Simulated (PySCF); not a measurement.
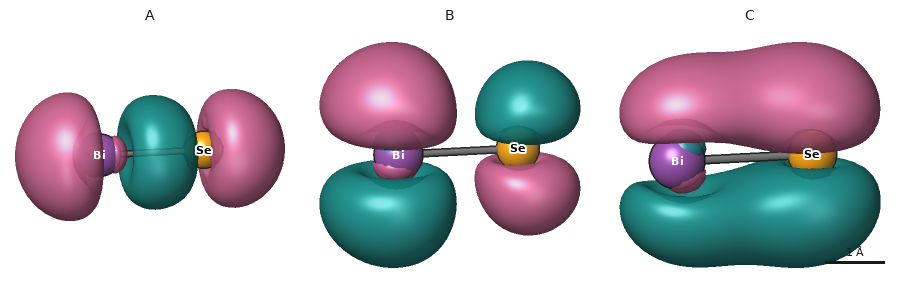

Figure. BiSe (charge +1). Three frontier orbitals, each drawn at the value that holds 80 % of its norm (teal and pink are the two phases), in no order; of a degenerate pair one member is drawn.

Core potentials replace the inner electrons of Bi.

Computed with PySCF, PBE0/def2-SVP, non-relativistic Hamiltonian with scalar-relativistic core potentials where named, at a bond length of 2.362 Å.

**Name the orbitals and rank them from lowest to highest energy.**

Orbital A: σ, occupied, −14.52 eV; shared between the atoms (Bi 40 %, Se 60 %).
Orbital C: π, occupied, −13.69 eV; bonding, with no node between the atoms.
Orbital B: π, empty, −9.40 eV; antibonding, with a node between the atoms.
